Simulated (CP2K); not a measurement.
**Two attempts at C2HFN+ (SMILES Fc1[cH+]n1)**

Wanted: energy and gradient of C2HFN+, PM3.

The calculation is run with CP2K 2026.2.

4 further runs of the same task are left out: 4 set aside as unsound or not needed.

### 1 The molecule

C2HFN+: 5 atoms, total charge +1, spin state singlet. As SMILES, `Fc1[cH+]n1`. The coordinates come from a GFN2-xTB relaxation.

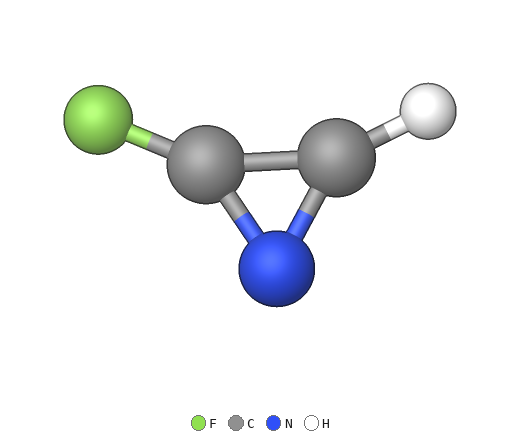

The structure, seen from a chosen angle (fluorine green, carbon grey, nitrogen blue, hydrogen white).

### 2 The input as first written

molecule.xyz reads:

```xyz
5

F      0.149560    -1.546570     1.034770
C     -0.050600    -0.614570     0.246480
C      0.095300     0.673310    -0.210680
N     -0.656780    -0.204000    -0.874210
H      0.462520     1.691830    -0.196360
```

run.inp reads:

```
&GLOBAL
  PROJECT run
  RUN_TYPE ENERGY_FORCE
  PRINT_LEVEL MEDIUM
&END GLOBAL

&FORCE_EVAL
  METHOD QS
  &DFT
    CHARGE 1
    MULTIPLICITY 1
    &QS
      METHOD B3LYP
      EPS_DEFAULT 1.0E-10
      &XTB
        GFN_TYPE 0
        CHECK_ATOMIC_CHARGES F
      &END XTB
    &END QS
    &POISSON
      PERIODIC NONE
      POISSON_SOLVER ANALYTIC
    &END POISSON
    &SCF
      SCF_GUESS ATOMIC
      EPS_SCF 1.0E-07
      MAX_SCF 150
      ADDED_MOS 2
      &DIAGONALIZATION
        ALGORITHM STANDARD
      &END DIAGONALIZATION
      &MIXING
        METHOD DIRECT_P_MIXING
        ALPHA 0.4
      &END MIXING
    &END SCF
    &PRINT
      &MOMENTS
        PERIODIC F
        REFERENCE COM
        MAX_MOMENT 1
      &END MOMENTS
      &MO ON
        ENERGIES T
        OCCUPATION_NUMBERS T
        NDIGITS 6
        &EACH
          QS_SCF 0
        &END EACH
        ADD_LAST NUMERIC
      &END MO
      &HIRSHFELD OFF
      &END HIRSHFELD
    &END PRINT
  &END DFT
  &SUBSYS
    &CELL
      ABC [angstrom] 13.1 15.2 13.9
      PERIODIC NONE
    &END CELL
    &TOPOLOGY
      COORD_FILE_NAME molecule.xyz
      COORD_FILE_FORMAT XYZ
      &CENTER_COORDINATES
      &END CENTER_COORDINATES
    &END TOPOLOGY
  &END SUBSYS
  &PRINT
    &FORCES ON
    &END FORCES
  &END PRINT
&END FORCE_EVAL
```

Run with:

```console
OMP_NUM_THREADS=1 cp2k.psmp run.inp > run.out
```

Log:

```text
*******************************************************************************
 *   ___                                                                       *
 *  /   \                                                                      *
 * [ABORT]                                                                     *
 *  \___/                   invalid value for enumeration:B3LYP                *
 *    |                                                                        *
 *  O/|                                                                        *
 * /| |                                                                        *
 * / \                                     input/input_enumeration_types.F:215 *
 *******************************************************************************

 ===== Routine Calling Stack =====

            6 val_create_parsing
            5 section_vals_parse
            4 section_vals_parse
            3 section_vals_parse
            2 section_vals_parse
            1 read_input

Program received signal SIGABRT: Process abort signal.

Backtrace for this error:
#0  0x58cda56cf957 in ???
#1  0x58cdc5f84cac in __pthread_kill_implementation
#2  0x58cdc5f2bfb7 in raise
#3  0x58cdc5f15d37 in abort
#4  0x58cda5da2d83 in ???
#5  0x58cda5da4297 in ???
#6  0x58cda5da4497 in ???
#7  0x58cda5f0226f in ???
#8  0x58cda5f1183b in ???
#9  0x58cda5f1367b in ???
#10  0x58cda5f138f7 in ???
#11  0x58cda5f138f7 in ???
#12  0x58cda5f138f7 in ???
#13  0x58cda57e9807 in ???
#14  0x58cda6054e8b in ???
#15  0x58cda6059d0b in ???
#16  0x58cda5770db3 in ???
#17  0x58cda576ef13 in ???
#18  0x58cdc5f16573 in __libc_start_call_main
#19  0x58cdc5f16657 in __libc_start_main_impl
#20  0x58cda576f06f in ???
#21  0xffffffffffffffff in ???
```

Run time: 0.2 s. Hardware: 1 thread of Arm Neoverse V1, shared host.

### 3 Reading the log

The input was rejected.

The telling line is `\___/                   invalid value for enumeration:B3LYP`. The cause is that the keyword for the method is given a word that it doesn't take.

### 4 The mended input

molecule.xyz is that of step 2.

molecule.inp reads:

```
&FORCE_EVAL
  METHOD QS
  &DFT
    CHARGE 1
    &QS
      METHOD PM3
      EPS_DEFAULT 1.0E-10
      &SE
        &COULOMB
          CUTOFF [angstrom] 50
          RC_RANGE [angstrom] 0
        &END COULOMB
        &EXCHANGE
          CUTOFF [angstrom] 50
          RC_RANGE [angstrom] 0
        &END EXCHANGE
      &END SE
    &END QS
    # cluster boundary conditions
    &POISSON
      PERIODIC NONE
      POISSON_SOLVER ANALYTIC
    &END POISSON
    # SCF settings
    &SCF
      SCF_GUESS ATOMIC
      EPS_SCF 1.0E-06
      MAX_SCF 100
      &DIAGONALIZATION
        ALGORITHM STANDARD
      &END DIAGONALIZATION
      &MIXING
        METHOD DIRECT_P_MIXING
        ALPHA 0.4
      &END MIXING
    &END SCF
    &PRINT
      &MOMENTS
        PERIODIC F
        REFERENCE COM
        MAX_MOMENT 1
      &END MOMENTS
      &MO ON
        ENERGIES T
        OCCUPATION_NUMBERS T
        NDIGITS 6
        &EACH
          QS_SCF 0
        &END EACH
        ADD_LAST NUMERIC
      &END MO
      &HIRSHFELD OFF
      &END HIRSHFELD
    &END PRINT
  &END DFT
  # structure
  &SUBSYS
    # vacuum box
    &CELL
      ABC 9.1 11.2 9.9
      PERIODIC NONE
    &END CELL
    &TOPOLOGY
      COORD_FILE_NAME molecule.xyz
      COORD_FILE_FORMAT XYZ
      &CENTER_COORDINATES
      &END CENTER_COORDINATES
    &END TOPOLOGY
  &END SUBSYS
  # extra output
  &PRINT
    &FORCES ON
    &END FORCES
  &END PRINT
&END FORCE_EVAL

&GLOBAL
  PROJECT molecule
  RUN_TYPE ENERGY_FORCE
  PRINT_LEVEL MEDIUM
&END GLOBAL
```

Run with:

```console
OMP_NUM_THREADS=1 cp2k.psmp -i molecule.inp -o molecule.out
```

Log:

```text
CP2K| version string:                                       CP2K version 2026.2
[...]
 GLOBAL| Method name                                                        CP2K
[...]
 GLOBAL| Run type                                                   ENERGY_FORCE
[...]
                             - Atoms:                                          5
[...]
                             - Spherical basis functions:                     17
[...]
 Number of electrons:                                                         20
[...]
     1 P_Mix/Diag. 0.40E+00    0.0     0.69539313       -26.1321331237 -2.61E+01
[...]
    17 DIIS/Diag.  0.11E-06    0.0     0.00000022       -30.9299158765 -4.04E-12
  *** SCF run converged in    17 steps ***
  Core-core repulsion energy [eV]:                           1136.18047992520974
  Core Hamiltonian energy [eV]:                             -1361.81608736175394
  Two-electron integral energy [eV]:                        -1232.02041225985840
  Electronic energy [eV]:                                   -1977.82629349168292
  Total energy [eV]:                                         -841.64581356647341
  Atomic reference energy [eV]:                               853.46372950774389
  Heat of formation [kcal/mol]:                               272.52763742934258
[...]
 SE_DIPOLE| Moment [Debye]         -1.11300858      -3.23616968       0.03544144
 SE_DIPOLE| Derivative [a.u.]       0.00000000       0.00000000       0.00000000
 ENERGY| Total FORCE_EVAL ( QS ) energy [hartree]            -30.929915876501518
 FORCES| Atomic forces [hartree/bohr]
 FORCES|   Atom     x               y               z               |f|
 FORCES|      1  8.63491729E-03 -6.31325522E-02  4.60014471E-02   7.85901653E-02
 FORCES|      2  1.01194524E-02  3.22931110E-02 -1.77329160E-03   3.38879462E-02
 FORCES|      3  2.12625089E-02  3.75857036E-02  1.20052180E-02   4.48208061E-02
 FORCES|      4 -4.23438849E-02 -1.60209154E-02 -5.48606947E-02   7.11292495E-02
 FORCES|      5  2.32700631E-03  9.27465303E-03 -1.37267891E-03   9.66014465E-03
 FORCES| Sum    -5.55111512E-17 -4.02455846E-16 -2.18575158E-16
 FORCES| Total atomic force                                       4.61332089E-16
[...]
```

Run time: 0.26 s. Hardware: 1 thread of Arm Neoverse V1, shared host.

### 5 Outcome

At PM3:

```
                                 quantity           value
                             total energy    -30.92992 Eh
                              HOMO energy       -18.60 eV
heat of formation at this unrelaxed shape  272.5 kcal/mol
                 largest force on an atom      4.041 eV/Å
```

What this shows: The largest force is 4.04 eV/Å: the shape isn't a stationary point for this species at this level.
